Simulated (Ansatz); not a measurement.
# The perfect GaP wire along [111], 14 atoms a period, H-terminated

Wanted: the relaxed geometry and the bands of the GaP wire along [111], 14 atoms a period, H-terminated.

Main program and level: Ansatz 0.2.0; DFT PBE, plane waves, PAW; relaxation of a wire's period; PAW set soft_1, in the first sound run; inputs show where later runs differ.

## (1) Set-up

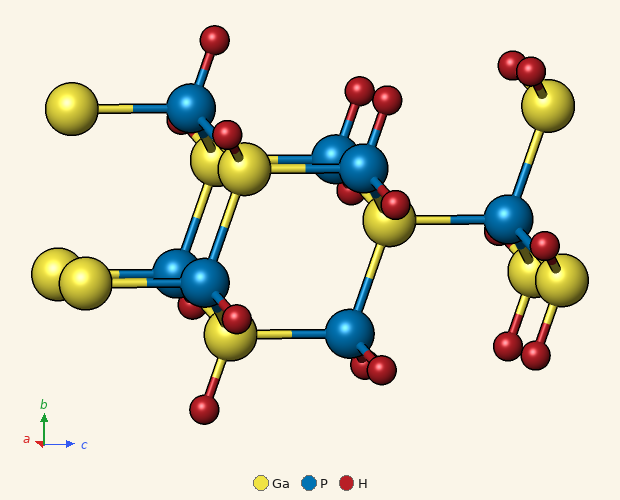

The starting structure, seen from the side, with the c axis across the page (gallium yellow, phosphorus blue, hydrogen red). Some periodic images of atoms are drawn too.

The cell holds 32 atoms: 7 Ga, 7 P and 18 H. Its edges and angles: a = 13.276 Å, b = 14.137 Å, c = 9.544 Å, α = 90.0°, β = 90.0°, γ = 90.0°. Vacuum lies along a and b. The structure's axis is c.

## (2) Relaxing the period

Band widths follow the bond lengths, so the wire is relaxed first. The atoms and the third cell vector are free; the box across stays fixed as vacuum. A Fermi-Dirac smearing is set since the result may be a metal. The pressure printed is a third of the stress's trace over the whole box, vacuum included; only the stress along the axis is relaxed.

input.yaml reads:

```yaml
crystal:
  lattice:
    - [13.276, 0.0, 0.0]
    - [0.0, 14.137, 0.0]
    - [0.0, 0.0, 9.5435999497]
  atoms:
    - { symbol: Ga, position: [0.353273923, 0.425434132, 0.0] }
    - { symbol: Ga, position: [0.50001083, 0.664110805, 0.0] }
    - { symbol: P, position: [0.353273923, 0.425434132, 0.25] }
    - { symbol: P, position: [0.50001083, 0.664110805, 0.25] }
    - { symbol: P, position: [0.646747737, 0.425434132, 0.25] }
    - { symbol: H, position: [0.256101235, 0.637237713, 0.278148008] }
    - { symbol: H, position: [0.50001083, 0.240503643, 0.278148008] }
    - { symbol: H, position: [0.743920425, 0.637237713, 0.278148008] }
    - { symbol: H, position: [0.26532649, 0.377750149, 0.299946212] }
    - { symbol: H, position: [0.50001083, 0.75947877, 0.299946212] }
    - { symbol: H, position: [0.73469517, 0.377750149, 0.299946212] }
    - { symbol: Ga, position: [0.353273923, 0.584551914, 0.333333333] }
    - { symbol: Ga, position: [0.50001083, 0.345875241, 0.333333333] }
    - { symbol: Ga, position: [0.646747737, 0.584551914, 0.333333333] }
    - { symbol: P, position: [0.353273923, 0.584551914, 0.583333333] }
    - { symbol: P, position: [0.50001083, 0.345875241, 0.583333333] }
    - { symbol: P, position: [0.646747737, 0.584551914, 0.583333333] }
    - { symbol: H, position: [0.26532649, 0.536867931, 0.633279545] }
    - { symbol: H, position: [0.353273923, 0.679919879, 0.633279545] }
    - { symbol: H, position: [0.412063398, 0.298191258, 0.633279545] }
    - { symbol: H, position: [0.587958262, 0.298191258, 0.633279545] }
    - { symbol: H, position: [0.646747737, 0.679919879, 0.633279545] }
    - { symbol: H, position: [0.73469517, 0.536867931, 0.633279545] }
    - { symbol: Ga, position: [0.50001083, 0.504993023, 0.666666667] }
    - { symbol: P, position: [0.50001083, 0.504993023, 0.916666667] }
    - { symbol: H, position: [0.256101235, 0.478119931, 0.944814675] }
    - { symbol: H, position: [0.353273923, 0.320062534, 0.944814675] }
    - { symbol: H, position: [0.402838143, 0.716796604, 0.944814675] }
    - { symbol: H, position: [0.597183517, 0.716796604, 0.944814675] }
    - { symbol: H, position: [0.646747737, 0.320062534, 0.944814675] }
    - { symbol: H, position: [0.743920425, 0.478119931, 0.944814675] }
    - { symbol: Ga, position: [0.646747737, 0.425434132, 0.0] }
kpoints:
  mp_grid: { grid: [1, 1, 9] }
scf:
  occupations: { method: fermi_dirac, width: 0.05 }
hamiltonian:
  xc: pbe
  pseudopotentials: { kind: paw, azcp: { folder: soft_1 } }
relax:
  cell: { fix: [a, b, alpha, beta, gamma] }
  max_steps: 45
  f_tol: 0.03
```

Started as:

```
$ ansatz run input.yaml --threads 4 --pin off --max-ram 16384MiB --backend cpu --events-out ev --progress --plain --runs-dir out
```

Numbers of over 12 decimals in the logs are rounded to 6 here.

Log:

```text
Engine: ansatz 0.2.0, aarch64-unknown-linux-gnu
Pseudopotentials: kind: paw
Pseudopotential: Ga, paw, valence charge 13, recommended cutoff 420 eV (normal), soft_1/Ga.paw.azcp
Pseudopotential: P, paw, valence charge 5, recommended cutoff 420 eV (normal), soft_1/P.paw.azcp
Pseudopotential: H, paw, valence charge 1, recommended cutoff 420 eV (normal), soft_1/H.paw.azcp
Functional definition: PBE
  parameter kappa = 0.804
  parameter beta = 0.066725
  exchange = pbe_x(kappa = kappa, mu = beta*pi^2/3)
  correlation = pbe_c(beta = beta)
Crystal: 32 atoms, lattice volume = 1791.170 Å³
Basis set: ecut = 420 eV, 35037 PW (Γ), exchange–correlation on 180×192×128 points (8 copies of the dense FFT grid, shifted against one another)
Bands: 104, of which v1, the nominal top of the filled ones, is band 72 counted from 1 (71 counted from 0)
Symmetry: 2 space group operations
Space group: Pm (ITA 6), of the structure as read, at distance tolerance 1.2e-4 Å
k-points: 5 of 9 (time reversal used)
Non-local potential: Ga, projectors of the file, l = 0: 2, l = 1: 2, l = 2: 3, l = 3: 1
Non-local potential: P, projectors of the file, l = 0: 2, l = 1: 2, l = 2: 1
Non-local potential: H, projectors of the file, l = 0: 2, l = 1: 1
PAW form: soft (Blöchl's): semilocal exchange-correlation on the pseudo side does not see the compensation charge
PAW one-centre angular grid: Ga, 590 points (default); XC on 64 Gauss nodes
PAW one-centre angular grid: P, 110 points (default); XC on 64 Gauss nodes
PAW one-centre angular grid: H, 110 points (default); XC on 64 Gauss nodes
Initial density: superposition of atomic densities (neutral atoms: chi_scale 0, normalization atom)
Initial wavefunctions: pseudopotential atomic-orbital guess
Functional: x = pbe(κ = 0.804, μ = 0.219515), c = pbe(β = 0.066725)
SCF iter   1: F=—  HF=-32063.845407 eV  |F-HF|=—  |Δ(HF+E_count)|=         —  Δρ=3.39e-2  dr2=2.05e1  ethr=3.10e-3  ⟨swp⟩=9.0  Hψ=2925  notcnv=0  defer=25
preconditioner: auto → Resta (q_TF=auto, 1.792 Å⁻¹)  ε∞=1.6  [insulator: Δε(μ)=4.044 eV  Ē_g=13.972 eV  σ=0.050 eV  W_gap=1.00  n_scr=170 (ndim 8)  ℏωp=10.5 eV  f_vac=0.636  D(μ)=0.00/eV (n_scr^D=0)  ε∞_Penn≈1.6  vacuum switching on, ρ_ref=1.4e-2 e/Å³]
SCF iter   2: F=—  HF=-32057.987203 eV  |F-HF|=—  |Δ(HF+E_count)|=    5.86e0  Δρ=1.48e-2  dr2=3.41e0  ethr=3.10e-3  ⟨swp⟩=3.4  Hψ=1007  notcnv=0  defer=131
SCF iter   3: F=—  HF=-32057.211144 eV  |F-HF|=—  |Δ(HF+E_count)|=   7.76e-1  Δρ=3.70e-3  dr2=5.13e-1  ethr=2.37e-3  ⟨swp⟩=3.2  Hψ=1276  notcnv=0  defer=139
SCF iter   4: F=—  HF=-32057.036107 eV  |F-HF|=—  |Δ(HF+E_count)|=   1.75e-1  Δρ=1.36e-3  dr2=2.02e-2  ethr=3.56e-4  ⟨swp⟩=3.8  Hψ=796  notcnv=0  defer=139
SCF iter   5: F=—  HF=-32057.038337 eV  |F-HF|=—  |Δ(HF+E_count)|=   2.23e-3  Δρ=3.75e-4  dr2=2.10e-3  ethr=1.40e-5  ⟨swp⟩=2.0  Hψ=972  notcnv=0  defer=139
SCF iter   6: F=—  HF=-32057.038337 eV  |F-HF|=—  |Δ(HF+E_count)|=   8.62e-8  Δρ=1.29e-4  dr2=2.15e-4  ethr=1.46e-6  ⟨swp⟩=2.0  Hψ=741  notcnv=0  defer=139
SCF iter   7: F=—  HF=-32057.038462 eV  |F-HF|=—  |Δ(HF+E_count)|=   1.25e-4  Δρ=4.23e-5  dr2=3.76e-5  ethr=1.49e-7  ⟨swp⟩=2.0  Hψ=741  notcnv=0  defer=139
SCF iter   8: F=—  HF=-32057.038552 eV  |F-HF|=—  |Δ(HF+E_count)|=   8.98e-5  Δρ=1.39e-5  dr2=3.10e-6  ethr=2.61e-8  ⟨swp⟩=2.0  Hψ=641  notcnv=0  defer=139
SCF iter   9: F=—  HF=-32057.038554 eV  |F-HF|=—  |Δ(HF+E_count)|=   1.82e-6  Δρ=4.69e-6  dr2=5.13e-7  ethr=2.15e-9  ⟨swp⟩=2.0  Hψ=716  notcnv=0  defer=139
SCF iter  10: F=-32057.038554 eV  HF=-32057.038554 eV  |F-HF|=4.28e-9  |Δ(HF+E_count)|=   4.34e-7  Δρ=1.72e-6  dr2=8.26e-8  ethr=6.94e-11  ⟨swp⟩=6.0  Hψ=2007  notcnv=0
SCF 1 converged in 10 iterations: F = -32057.038554 eV  dr2 = 8.26e-8
  greatest PAW one-centre occupation: 0.994 electrons in one spin orbital (limit 2), on the Ga atom at site 23 (counted from 0), in its partial waves of l = 2
relax step   1: F+E_penalty+E_count = -32057.03855440 eV  Δ(F+E_penalty+E_count) = +0.000e0 eV  max|allowed force component| = 1.581e0 eV/Å  Δτ_max = 0.0000 Å  P = -0.158 GPa  Ω = 1791.170 Å³  fix = [a, b, alpha, beta, gamma]  reactions: a -0.253, b -0.256 GPa; alpha -0.002 GPa/rad  (10 SCF iters, dr2 threshold 1.00e-7 eV, accepted)
Crystal: 32 atoms, lattice volume = 1787.339 Å³
Basis set: ecut = 420 eV, 34977 PW (Γ), exchange–correlation on 180×192×128 points (8 copies of the dense FFT grid, shifted against one another)
Initial density: handed on by an earlier stage of this run
Initial wavefunctions: those handed on with the density
iter 1 solved again at ethr=4.48e-4 eV; its pass at ethr=3.10e-3 eV (dr2=6.44e-1 eV) is discarded
SCF iter   1: F=—  HF=-32058.197981 eV  |F-HF|=—  |Δ(HF+E_count)|=         —  Δρ=8.05e-3  dr2=6.64e-1  ethr=4.48e-4  ⟨swp⟩=4.8  Hψ=2763  notcnv=0
preconditioner: auto → Resta (q_TF=auto, 1.793 Å⁻¹)  ε∞=1.6  [insulator: Δε(μ)=3.486 eV  Ē_g=13.742 eV  σ=0.050 eV  W_gap=1.00  n_scr=170 (ndim 8)  ℏωp=10.5 eV  f_vac=0.684  D(μ)=0.00/eV (n_scr^D=0)  ε∞_Penn≈1.6  vacuum switching on, ρ_ref=1.4e-2 e/Å³]
SCF iter   2: F=—  HF=-32058.064686 eV  |F-HF|=—  |Δ(HF+E_count)|=   1.33e-1  Δρ=3.83e-3  dr2=1.08e-1  ethr=4.48e-4  ⟨swp⟩=3.8  Hψ=1031  notcnv=0
SCF iter   3: F=—  HF=-32058.062177 eV  |F-HF|=—  |Δ(HF+E_count)|=   2.51e-3  Δρ=8.44e-4  dr2=1.35e-2  ethr=7.53e-5  ⟨swp⟩=2.2  Hψ=997  notcnv=0  defer=124
SCF iter   4: F=—  HF=-32058.059935 eV  |F-HF|=—  |Δ(HF+E_count)|=   2.24e-3  Δρ=2.07e-4  dr2=7.28e-4  ethr=9.37e-6  ⟨swp⟩=2.0  Hψ=756  notcnv=0  defer=124
SCF iter   5: F=—  HF=-32058.060207 eV  |F-HF|=—  |Δ(HF+E_count)|=   2.71e-4  Δρ=5.20e-5  dr2=4.70e-5  ethr=5.06e-7  ⟨swp⟩=2.0  Hψ=756  notcnv=0  defer=124
SCF iter   6: F=—  HF=-32058.060221 eV  |F-HF|=—  |Δ(HF+E_count)|=   1.42e-5  Δρ=2.46e-5  dr2=1.13e-5  ethr=3.26e-8  ⟨swp⟩=2.0  Hψ=756  notcnv=0  defer=124
SCF iter   7: F=-32058.060219 eV  HF=-32058.060219 eV  |F-HF|=1.24e-7  |Δ(HF+E_count)|=   2.15e-6  Δρ=5.69e-6  dr2=6.00e-7  ethr=2.22e-9  ⟨swp⟩=5.8  Hψ=1989  notcnv=0
SCF 2 converged in 7 iterations: F = -32058.060219 eV  dr2 = 6.00e-7
  greatest PAW one-centre occupation: 0.995 electrons in one spin orbital (limit 2), on the Ga atom at site 23 (counted from 0), in its partial waves of l = 2
relax step   2: F+E_penalty+E_count = -32058.06021857 eV  Δ(F+E_penalty+E_count) = -1.022e0 eV  max|allowed force component| = 3.870e-1 eV/Å  Δτ_max = 0.1994 Å  P = -0.113 GPa  Ω = 1787.339 Å³  energy of the carried Pulay correction = +4.582e-4 eV  fix = [a, b, alpha, beta, gamma]  reactions: a -0.166, b -0.170 GPa; alpha -0.001 GPa/rad  (7 SCF iters, dr2 threshold 3.20e-6 eV, accepted)
[...]
Initial wavefunctions: pseudopotential atomic-orbital guess (no wavefunctions were taken with the density)
iter 1 solved again at ethr=3.71e-6 eV; its pass at ethr=3.10e-3 eV (dr2=5.34e-3 eV) is discarded
SCF iter   1: F=—  HF=-32058.139468 eV  |F-HF|=—  |Δ(HF+E_count)|=         —  Δρ=5.64e-6  dr2=3.46e-7  ethr=3.71e-6  ⟨swp⟩=5.2  Hψ=4651  notcnv=0
eigensolver tolerance schedule: the retry pair's looser diagonalisation over-reported the residual by 15412.88 of it (diagonalisation noise at an unbounded share of the residual, at the tolerance the schedule requests for it); recorded, not acted on — ethr = c·dr2/N_el stays at c = 1.0e-1
preconditioner: auto → Resta (q_TF=auto, 1.793 Å⁻¹)  ε∞=1.6  [insulator: Δε(μ)=3.675 eV  Ē_g=13.823 eV  σ=0.050 eV  W_gap=1.00  n_scr=170 (ndim 8)  ℏωp=10.5 eV  f_vac=0.684  D(μ)=0.00/eV (n_scr^D=0)  ε∞_Penn≈1.6  vacuum switching on, ρ_ref=1.4e-2 e/Å³]
SCF iter   2: F=—  HF=-32058.139661 eV  |F-HF|=—  |Δ(HF+E_count)|=   1.93e-4  Δρ=2.79e-6  dr2=7.50e-8  ethr=2.40e-10  ⟨swp⟩=4.0  Hψ=1336  notcnv=0
SCF iter   3: F=—  HF=-32058.139661 eV  |F-HF|=—  |Δ(HF+E_count)|=   1.17e-8  Δρ=1.52e-6  dr2=1.49e-8  ethr=5.21e-11  ⟨swp⟩=2.0  Hψ=874  notcnv=0
SCF iter   4: F=—  HF=-32058.139661 eV  |F-HF|=—  |Δ(HF+E_count)|=   2.36e-8  Δρ=2.92e-7  dr2=2.42e-9  ethr=1.03e-11  ⟨swp⟩=3.0  Hψ=880  notcnv=0
SCF iter   5: F=-32058.139661 eV  HF=-32058.139661 eV  |F-HF|=1.02e-10  |Δ(HF+E_count)|=  1.42e-10  Δρ=9.88e-8  dr2=1.89e-10  ethr=1.00e-12  ⟨swp⟩=4.0  Hψ=2228  notcnv=0
SCF 7 converged in 5 iterations: F = -32058.139661 eV  dr2 = 1.89e-10
relax step   7: F+E_penalty+E_count = -32058.13966122 eV  Δ(F+E_penalty+E_count) = +5.581e-4 eV  max|allowed force component| = 1.020e-2 eV/Å  Δτ_max = 0.0000 Å  P = +0.006 GPa  Ω = 1786.828 Å³  fix = [a, b, alpha, beta, gamma]  reactions: a +0.010, b +0.006 GPa; alpha -0.001 GPa/rad  stress off target by 2.73e-3 GPa on what of the cell is left free  SCF on the basis re-selected at this cell (its energy is not comparable with the rows above)  (5 SCF iters)
basis re-selected at this cell: Δ(F+E_penalty+E_count) = +5.581e-4 eV, ΔP = +0.000 GPa vs the last step (what re-selecting the basis moved, of the pressure what is left beyond the Pulay correction that the steps carried, after the strain that the cell walked since its last selection, with what the two solves' SCF thresholds leave and, on support functions, any second-order correction that the steps lacked; it is no m [...]
SCF converged after 5 iterations
Free energy (F): -32058.139661 eV
Harris-Foulkes:  -32058.139661 eV  (|F-HF|=1.02e-10)
Internal energy: -32058.139661 eV  (E = F + TS)
E sigma→0 (E₀):  -32058.139661 eV
Fermi energy:    -2.061248 eV
--- Per-component energies (eV) ---
  E_band       = -1769.519855
  E_kinetic    = 1494.321122
  E_local      = -41777.690253  (includes V_loc(G=0)·N_el)
  E_nonlocal   = -411.912765
  E_hartree    = 21430.308918
  E_xc         = -1106.498521
  E_vxc        = -1014.960639  (∫ρ·V_xc dr)
  E_paw        = -17859.865839  (= ΣΔE_a)
  E_vpaw       = -2919.877944  (= ΣTr[D̂ρ^β])
  E_aug_tail   = -0.018745  (compensation charges beyond the density's cutoff)
  E_ewald      = 6173.216421
  E_smearing   = -0.000000  (= −TS)
  E_closure    = 0.000000  (closes the sum)
  Σ components = -32058.139661   (vs F -32058.139661, Δ=0.00e0)
--- Forces (eV/Å), atoms counted from 1 ---
  atom   1  Ga     0.00340336     0.00188226     0.00464815
  atom   2  Ga     0.00000000    -0.00385444     0.00475265
  atom   3  P     -0.00146422    -0.00075751    -0.01002046
  atom   4  P      0.00000000     0.00171216    -0.01020456
  atom   5  P      0.00146422    -0.00075751    -0.01002046
  atom   6  H      0.00088812    -0.00051122     0.00135885
  atom   7  H      0.00000000     0.00103407     0.00131151
  atom   8  H     -0.00088812    -0.00051122     0.00135885
  atom   9  H     -0.00333987    -0.00191895     0.00127952
  atom  10  H      0.00000000     0.00383631     0.00122527
  atom  11  H      0.00333987    -0.00191895     0.00127952
  atom  12  Ga    -0.00057302     0.00020116     0.00104554
  atom  13  Ga     0.00000000    -0.00057226     0.00081919
  atom  14  Ga     0.00057302     0.00020116     0.00104554
  atom  15  P      0.00586148    -0.00343956    -0.00256894
  atom  16  P      0.00000000     0.00713786    -0.00238186
  atom  17  P     -0.00586148    -0.00343956    -0.00256894
  atom  18  H     -0.00418163    -0.00291962     0.00148902
  atom  19  H      0.00064779     0.00507070     0.00155681
  atom  20  H     -0.00469987    -0.00213756     0.00152251
  atom  21  H      0.00469987    -0.00213756     0.00152251
  atom  22  H     -0.00064779     0.00507070     0.00155681
  atom  23  H      0.00418163    -0.00291962     0.00148902
  atom  24  Ga     0.00000000    -0.00013430     0.00597742
  atom  25  P      0.00000000     0.00010969    -0.00942290
  atom  26  H     -0.00399839     0.00058023     0.00116736
  atom  27  H     -0.00128422    -0.00378703     0.00126997
  atom  28  H     -0.00259392     0.00310278     0.00121301
  atom  29  H      0.00259392     0.00310278     0.00121301
  atom  30  H      0.00128422    -0.00378703     0.00126997
  atom  31  H      0.00399839     0.00058023     0.00116736
  atom  32  Ga    -0.00340336     0.00188226     0.00464815
  max |Σ_I F_I| component: 6.30e-7 eV/Å
--- Stress (GPa, compression-positive) ---
        0.010010       0.000000       0.000000
        0.000000       0.005690       0.000574
        0.000000       0.000574       0.002731
  P = ⅓ Tr σ = 0.0061 GPa (0.061 kbar)
--- Relaxed structure (6 steps of the walk, 6 accepted, 1 SCFs on fresh bases) ---
  F+E_penalty+E_count = -32058.13966122 eV   max|allowed force component| = 1.020e-2 eV/Å   (the final SCF, on the basis selected at the relaxed cell)
  cell:  # Å, volume = 1786.8278 Å³
    - [13.276, 0.0, 0.0]
    - [0.0, 14.137, 0]
    - [0.0, 0, 9.520466]
  atoms:
    - { symbol: Ga, position: [0.346529, 0.421718, -0.011413] }
    - { symbol: Ga, position: [0.50001083, 0.671423, -0.011425] }
    - { symbol: P, position: [0.359279, 0.428696, 0.243926] }
    - { symbol: P, position: [0.50001083, 0.657640, 0.243903] }
    - { symbol: P, position: [0.640742, 0.428696, 0.243926] }
    - { symbol: H, position: [0.249253, 0.640904, 0.285054] }
    - { symbol: H, position: [0.50001083, 0.233102, 0.285139] }
    - { symbol: H, position: [0.750768, 0.640904, 0.285054] }
    - { symbol: H, position: [0.273771, 0.382336, 0.302423] }
    - { symbol: H, position: [0.50001083, 0.750378, 0.302335] }
    - { symbol: H, position: [0.726250, 0.382336, 0.302423] }
    - { symbol: Ga, position: [0.348248, 0.587318, 0.322803] }
    - { symbol: Ga, position: [0.50001083, 0.340437, 0.322851] }
    - { symbol: Ga, position: [0.651773, 0.587318, 0.322803] }
    - { symbol: P, position: [0.361104, 0.580358, 0.578042] }
    - { symbol: P, position: [0.50001083, 0.354402, 0.578060] }
    - { symbol: P, position: [0.638917, 0.580358, 0.578042] }
    - { symbol: H, position: [0.272599, 0.540838, 0.637944] }
    - { symbol: H, position: [0.353298, 0.672116, 0.637884] }
    - { symbol: H, position: [0.419306, 0.302180, 0.637944] }
    - { symbol: H, position: [0.580716, 0.302180, 0.637944] }
    - { symbol: H, position: [0.646724, 0.672116, 0.637884] }
    - { symbol: H, position: [0.727423, 0.540838, 0.637944] }
    - { symbol: Ga, position: [0.50001083, 0.505051, 0.694510] }
    - { symbol: P, position: [0.50001083, 0.504953, 0.936098] }
    - { symbol: H, position: [0.253441, 0.483136, 0.944209] }
    - { symbol: H, position: [0.356693, 0.315264, 0.944347] }
    - { symbol: H, position: [0.396778, 0.716332, 0.944192] }
    - { symbol: H, position: [0.603244, 0.716332, 0.944192] }
    - { symbol: H, position: [0.643329, 0.315264, 0.944347] }
    - { symbol: H, position: [0.746581, 0.483136, 0.944209] }
    - { symbol: Ga, position: [0.653492, 0.421718, -0.011413] }
```

Run time: 2.9 min. Hardware: 4 threads of Arm Neoverse V1, shared host; peak memory 3.5 GiB; 11 min of CPU time.

Relaxation path:

```
step  energy less that of the first step (eV)  largest force component (eV/Å)  pressure (GPa)  volume (Å³)
   1                                   0.0000                          1.5806           -0.16      1791.17
   2                                  -1.0217                          0.3870           -0.11      1787.34
   3                                  -1.0899                          0.1725           -0.03      1785.02
   4                                  -1.0991                          0.0770            0.00      1785.50
   5                                  -1.1000                          0.0886            0.01      1785.63
   6                                  -1.1017                          0.0102            0.01      1786.83
  7*                                  -1.1011                          0.0102            0.01      1786.83
```

Relaxation steps marked * repeat the geometry before them on a plane-wave basis chosen anew for their cell, so energy and pressure can jump there.

Forces are held to the 2 operations that the run works with; a distortion that breaks them can't arise in this run.

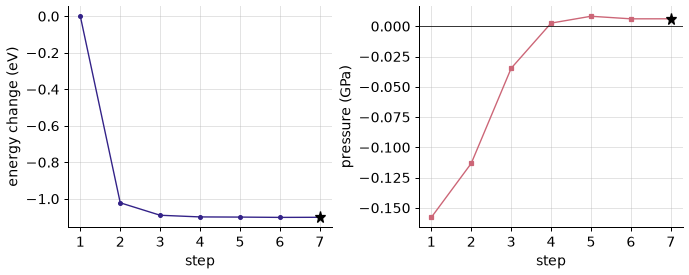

Energy and pressure along the relaxation. Stars mark steps on a basis chosen anew.

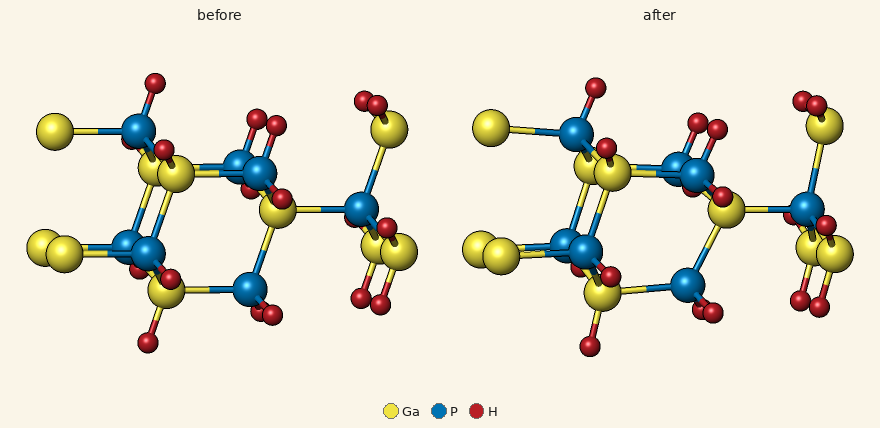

Before and after, at one scale.

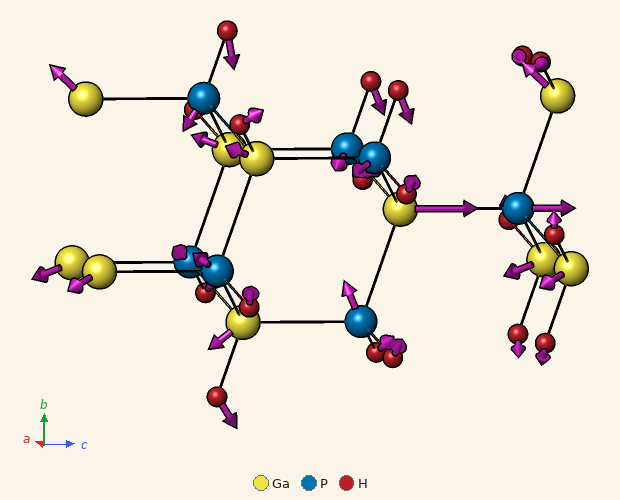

Displacements in the relaxation, exaggerated, measured against the changing cell; the longest in the cell stands for 0.27 Å. Some periodic images of atoms are drawn too.

```
cell as run  before  after  change
      c (Å)   9.544  9.520  -0.2 %
```

The atoms that moved most (Å, along periodic axes as changes of fractional coordinates times the final cell, across vacuum about the mean position):

```
atom      dx      dy      dz  length
Ga24   0.000   0.001   0.265   0.265
 P25   0.000  -0.001   0.185   0.185
Ga32   0.090  -0.053  -0.109   0.150
 Ga1  -0.090  -0.053  -0.109   0.150
 Ga2   0.000   0.103  -0.109   0.150
 H11  -0.112   0.065   0.024   0.132
  H9   0.112   0.065   0.024   0.132
 H10   0.000  -0.129   0.023   0.131
```

This step gave:

```yaml
cell_length_along_the_wire: 9.520 Å
```

The cell's length comes to 9.520 Å with spin left out.

(Continued in part 2 of 2.)

[Logs are printed without paths, hosts, clocks, repeated set-up lines and the standing remarks that a program may print on its own settings, such as how far it seeks lower states.]

[Hosts, paths, dates, database ids (printed as entryN), source tags and the programs' standing remarks are cut or masked in the printed files.]
